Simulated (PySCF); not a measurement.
# WOBr2: relaxation and vibrations of the singlet

Aim: relax WOBr2 as a singlet from a B3LYP minimum start, check by its vibrations whether the end is a minimum, and collect its spectrum and constants.

Program: PySCF 2.14.0. Level of theory: B3LYP, basis W def2-SVP with ECP60, O def2-SVP, Br def2-SVP, scalar-relativistic core potentials, no spin–orbit coupling, density fitting. These are calculated values, not measurements.

## Step 1: The starting structure

4 atoms, charge 0, spin multiplicity 1.

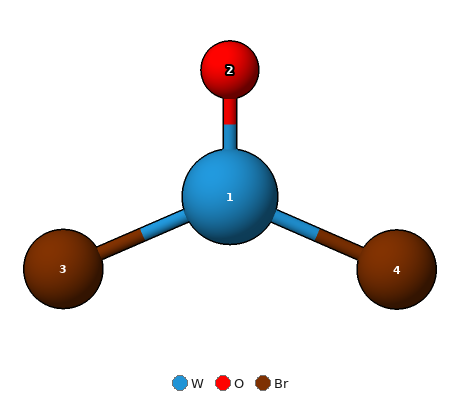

Start geometry, drawn with tungsten blue, oxygen red, bromine brown; atoms are numbered from 1 in the order of the file.

Coordinates in bohr (charge 0 multiplicity 1):
```
W    -0.5358    0.0000   -0.3844
O    -3.1152    0.0000   -2.2349
Br   -1.4846    0.0000    4.0541
Br    3.3646    0.0000   -2.7053
```

## Step 2: The SCF at the typed geometry

The steps below are one call of a driver around PySCF. For each, scf.py gives the equivalent set-up of the SCF; relaxations use the driver's own optimiser. After this first run the driver tries any further starts and a stability analysis.

File scf.py:

```python
from pyscf import gto, scf, dft
mol = gto.M(atom='''
W     -0.283540    -0.000000    -0.203416
O     -1.648490    -0.000000    -1.182652
Br    -0.785634     0.000000     2.145314
Br     1.780491    -0.000000    -1.431589''',
    basis={'W': 'def2-SVP', 'O': 'def2-SVP', 'Br': 'def2-SVP'},
    ecp={'W': 'def2-SVP'},
    charge=0, spin=0)
mf = dft.RKS(mol, xc='B3LYP')
mf.grids.atom_grid = (50, 194)
aux = {'W': 'def2-universal-JKFIT', 'O': 'def2-universal-JKFIT', 'Br': 'def2-universal-JKFIT'}
mf = mf.density_fit(auxbasis=aux)
mf.conv_tol = 1e-08
mf.diis_space = 10
mf.max_cycle = 60
mf.init_guess = 'minao'
mf.verbose = 4
mf.kernel()
```

Run with:

```
$ OMP_NUM_THREADS=2 python axn.py task.json out
```

Standard output:

```text
init E= -5275.77828097334
  HOMO = -0.386690533389952  LUMO = -0.364310614995861  gap/eV = 0.60899
cycle= 1 E= -5289.90167643462  delta_E= -14.1  |g|= 1.05  |ddm|= 7.28
  HOMO = -0.188890164732593  LUMO = -0.167733151076463  gap/eV = 0.57571
cycle= 2 E= -5286.03123166563  delta_E= 3.87  |g|= 3.94  |ddm|= 3.34
  HOMO = -0.180610501104594  LUMO = -0.0919324635981369  gap/eV = 2.41305
cycle= 3 E= -5290.08630177031  delta_E= -4.06  |g|= 0.409  |ddm|=  2.9
  HOMO = -0.278259156891162  LUMO = -0.184947807866155  gap/eV = 2.53913
cycle= 4 E= -5290.07493960263  delta_E= 0.0114  |g|= 0.442  |ddm|= 0.994
  HOMO = -0.235775408747132  LUMO = -0.150779598964145  gap/eV = 2.31285
cycle= 5 E= -5290.1337019802  delta_E= -0.0588  |g|= 0.0838  |ddm|= 0.599
  HOMO = -0.235751566812333  LUMO = -0.147444520375858  gap/eV = 2.40296
cycle= 6 E= -5290.13536252238  delta_E= -0.00166  |g|= 0.0151  |ddm|= 0.101
  HOMO = -0.236431998634204  LUMO = -0.147200886040524  gap/eV = 2.42810
cycle= 7 E= -5290.13540442753  delta_E= -4.19e-05  |g|= 0.00325  |ddm|= 0.0163
  HOMO = -0.236394715643985  LUMO = -0.147008194595383  gap/eV = 2.43233
cycle= 8 E= -5290.13540757013  delta_E= -3.14e-06  |g|= 0.000807  |ddm|= 0.00504
  HOMO = -0.236386098607944  LUMO = -0.14694255675995  gap/eV = 2.43388
cycle= 9 E= -5290.13540771083  delta_E= -1.41e-07  |g|= 0.000334  |ddm|= 0.00109
  HOMO = -0.236406181486774  LUMO = -0.146946867637335  gap/eV = 2.43431
cycle= 10 E= -5290.13540773903  delta_E= -2.82e-08  |g|= 9.47e-05  |ddm|= 0.000473
  HOMO = -0.23641169971763  LUMO = -0.146948525817583  gap/eV = 2.43442
cycle= 11 E= -5290.13540774143  delta_E= -2.4e-09  |g|= 1.32e-05  |ddm|= 0.000132
  HOMO = -0.236409305429165  LUMO = -0.14694641333467  gap/eV = 2.43441
Extra cycle  E= -5290.13540774111  delta_E= 3.17e-10  |g|= 4.18e-05  |ddm|= 4.18e-05
converged SCF energy = -5290.13540774111
```

This step, with its further starts and checks, needed 17 s of wall time on 2 threads of Arm Neoverse N1, shared host.

No lower closed-shell solution turned up in the test of internal stability.

## Step 3: B3LYP minimum start, singlet: relaxation

The program finds C2v symmetry in the start, which this walk keeps.

scf.py: that of step 2 with these lines changed.

```diff
@@ -3,4 +3,4 @@
-W     -0.283540    -0.000000    -0.203416
-O     -1.648490    -0.000000    -1.182652
-Br    -0.785634     0.000000     2.145314
-Br     1.780491    -0.000000    -1.431589''',
+W     -0.283505     0.000000    -0.203391
+O     -1.648455     0.000000    -1.182627
+Br    -0.785599     0.000000     2.145339
+Br     1.780526     0.000000    -1.431564''',
@@ -17 +16,0 @@
-mf.init_guess = 'minao'
```

Energy and gradient, step by step:

```tsv
step	energy (Eh)	change (kJ/mol)	largest symmetric gradient (Eh/bohr)
0	-5290.135408	0.00	0.00011
```

The walk took 6.2 s.

End point (C2v, 0 steps, 0.0 kJ/mol gained): W–Br 2.402 Å (×2), W–O 1.680 Å; Br–W–Br 132.8°, Br–W–O 113.6° (×2).

## Step 4: Frequencies

The point is checked on the finer grid, and tightened if its gradient asks for it. The Hessian and the dipole derivatives come from central differences of analytic gradients, with steps of 0.02 bohr.

scf.py: that of step 3 with these lines changed.

```diff
@@ -11 +11 @@
-mf.grids.atom_grid = (50, 194)
+mf.grids.atom_grid = (75, 302)
@@ -14 +14 @@
-mf.conv_tol = 1e-08
+mf.conv_tol = 1e-10
```

The driver hands on the density of the step before, so the log starts near convergence.

Log of the central SCF (cycles and frontier levels):

```text
init E= -5290.13554832579
  HOMO = -0.236403018588994  LUMO = -0.146953586778452  gap/eV = 2.43404
cycle= 1 E= -5290.13554832547  delta_E= 3.18e-10  |g|= 3.69e-05  |ddm|= 5.84e-05
  HOMO = -0.236416080537393  LUMO = -0.146965443723941  gap/eV = 2.43408
cycle= 2 E= -5290.13554832259  delta_E= 2.89e-09  |g|= 0.000115  |ddm|= 0.000153
  HOMO = -0.236407466758213  LUMO = -0.146957511315692  gap/eV = 2.43406
cycle= 3 E= -5290.13554832576  delta_E= -3.17e-09  |g|= 1.98e-05  |ddm|= 0.000106
  HOMO = -0.236406683925965  LUMO = -0.146956913634475  gap/eV = 2.43405
cycle= 4 E= -5290.13554832585  delta_E= -9.28e-11  |g|= 5.82e-07  |ddm|= 1.7e-05
  HOMO = -0.236406585047111  LUMO = -0.146956799927184  gap/eV = 2.43405
Extra cycle  E= -5290.13554832585  delta_E= 4.55e-12  |g|= 9.6e-07  |ddm|= 1.5e-06
converged SCF energy = -5290.13554832585
```

The whole step took 1.7 min.

Geometry: C2v; W–Br 2.402 Å (×2), W–O 1.680 Å; Br–W–Br 132.8°, Br–W–O 113.6° (×2).

Modes, for the most abundant isotopes:

```csv
symmetry,ω (cm⁻¹),IR (km/mol),type
a1,72,0.0,bend
b1,92,2.1,bend
b2,211,3.0,bend
a1,253,4.3,stretch
b2,324,43.2,mixed
a1,1062,118,stretch
```

Every mode is real; the point is a minimum.

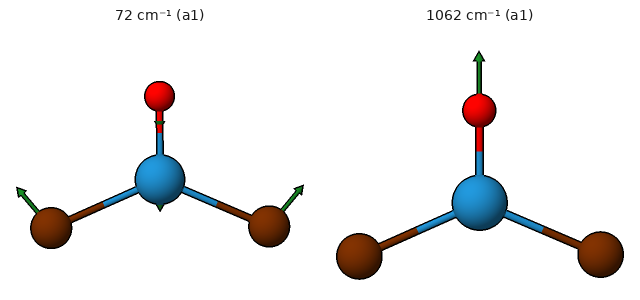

How the atoms move in 2 of the modes.

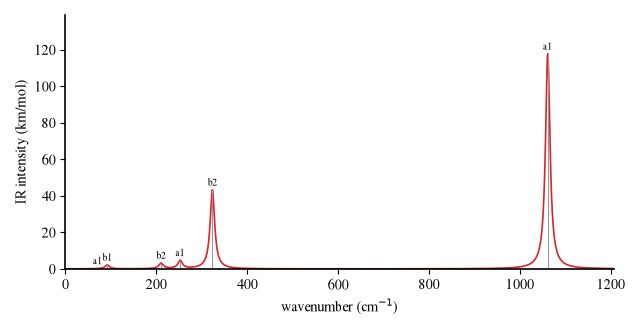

The harmonic infrared spectrum (widths in cm⁻¹). Lines are broadened to a width of 12 cm⁻¹ (Lorentzian).

Properties at this point:

```
Dipole moment                                                   : 1.61 D
Highest occupied level                                          : -6.43 eV
Lowest empty level                                              : -4.00 eV
Rotational constants                                            : 0.1144, 0.02205, 0.01848 cm⁻¹
Zero-point energy                                               : 12.0 kJ/mol
Principal polarisabilities                                      : 59.4, 66.2, 101.7 bohr³
Atomisation energy without zero-point energy                    : 1425 kJ/mol
Principal traceless quadrupole moments about the centre of mass : -3.71, -0.54, 4.24 D Å
Entropy at 298.15 K and 1 bar                                   : 355.3 J/(mol K)
Heat capacity Cp at 298.15 K                                    : 72.8 J/(mol K)
Enthalpy at 298.15 K above 0 K                                  : 17.76 kJ/mol
Rotational symmetry number                                      : 2
```

Populations by atom (charges in e):

| atom | Mulliken | Löwdin | polar tensor | Mayer order to W1 |
| --- | --- | --- | --- | --- |
| W1 | 0.64 | -0.32 | 1.29 | – |
| O2 | -0.23 | -0.04 | -0.56 | 2.33 |
| Br3,4 | -0.20 | 0.18 | -0.37 | 1.26 |

Outer orbital energies (eV). occupied: -11.54, -11.19, -9.91, -9.70, -9.31, -9.29, -9.07, -6.43; empty: -4.00, -2.66, -1.94, -1.74.

Mulliken populations on W1 (outside its core potential): s 2.86, p 6.28, d 4.12, f 0.10.

## Step 5: The broken-symmetry singlet

A stability analysis found the closed shell of the lowest minimum unstable towards spin polarisation, so the unrestricted solution is followed.

The program finds C2v symmetry in the start, which may break.

scf.py: that of step 4 with these lines changed.

```diff
@@ -10,2 +10,2 @@
-mf = dft.RKS(mol, xc='B3LYP')
-mf.grids.atom_grid = (75, 302)
+mf = dft.UKS(mol, xc='B3LYP')
+mf.grids.atom_grid = (50, 194)
@@ -14 +14 @@
-mf.conv_tol = 1e-10
+mf.conv_tol = 1e-08
```

The optimiser's trace:

```tsv
step	energy (Eh)	change (kJ/mol)	largest gradient (Eh/bohr)
0	-5290.139149	0.00	0.00651
1	-5290.139460	-0.82	0.00329
2	-5290.139573	-1.11	0.00107
3	-5290.139611	-1.21	0.00116
4	-5290.139649	-1.31	0.00081
5	-5290.139658	-1.34	0.00052
6	-5290.139661	-1.34	0.00013
```

The walk took 89 s.

Positions (Å) and forces (eV/Å) along the way:

```
step 0
W   -0.284   0.000  -0.203  -0.199   0.000  -0.155
O   -1.648   0.000  -1.183  -0.124   0.000  -0.074
Br  -0.786   0.000   2.145   0.000   0.000   0.335
Br   1.781   0.000  -1.432   0.323   0.000  -0.106
step 1
W   -0.291   0.000  -0.209  -0.169   0.000  -0.127
O   -1.659   0.000  -1.189   0.012   0.000   0.019
Br  -0.781   0.000   2.156   0.038   0.000   0.110
Br   1.794   0.000  -1.430   0.120   0.000  -0.002
step 3
W   -0.308  -0.001  -0.222  -0.002   0.002   0.000
O   -1.677   0.000  -1.200   0.006  -0.001   0.008
Br  -0.760   0.000   2.162   0.041  -0.001  -0.059
Br   1.808   0.000  -1.412  -0.046  -0.001   0.051
step 6
W   -0.319   0.000  -0.230  -0.003   0.000  -0.001
O   -1.689   0.000  -1.208   0.005   0.000   0.005
Br  -0.738   0.000   2.156   0.005   0.000  -0.003
Br   1.809   0.000  -1.390  -0.007   0.000  -0.001
```

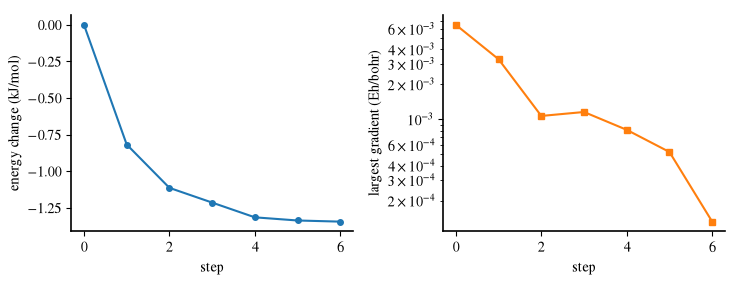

How energy and gradient fall.

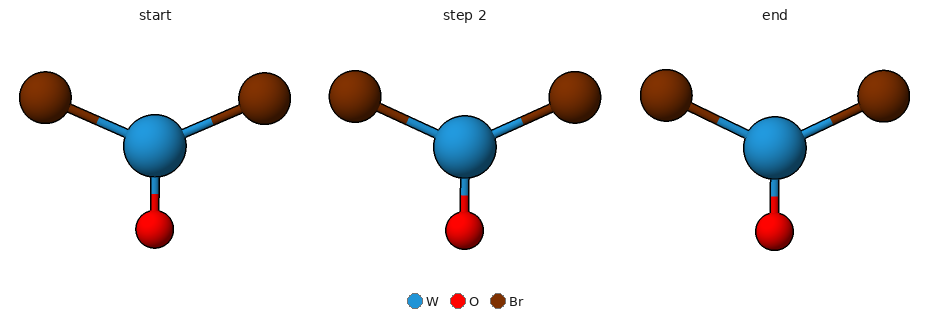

The geometry along the walk, at one scale.

After 6 steps and 1.3 kJ/mol it ends at C2v: W–Br 2.423 Å (×2), W–O 1.683 Å; Br–W–Br 128.6°, Br–W–O 115.6°, Br–W–O 115.9°.

## Step 6: Frequencies

The point was taken to the finer grid, but the Hessian ran out of time, so its nature is unknown.

## Step 7: Summary of results

| quantity | value |
| --- | --- |
| minimum | singlet, C2v (closed shell, unstable towards spin polarisation) |
| geometry | W–Br 2.402 Å (×2), W–O 1.680 Å; Br–W–Br 132.8°, Br–W–O 113.6° (×2) |
| wavenumbers (cm⁻¹) | 72 (a1), 92 (b1), 211 (b2), 253 (a1), 324 (b2), 1062 (a1) |
| dipole moment | 1.61 D |
| highest occupied, lowest empty level | -6.43, -4.00 eV |
| polar-tensor charge of W1 | +1.29 e |
| zero-point energy | 12.0 kJ/mol |

**Reading.** The B3LYP minimum start keeps its C2v symmetry and ends in a minimum. In the infrared the band at 1062 cm⁻¹ (a1, stretch) leads. Other starts or spin states, not run here, may lie lower. The closed shell proved unstable towards spin polarisation, so a lower open-shell solution exists. With an element this heavy the missing spin–orbit coupling can shift these numbers.

The search up to here needed 6.2 min of wall time on 2 threads of Arm Neoverse N1, shared host.
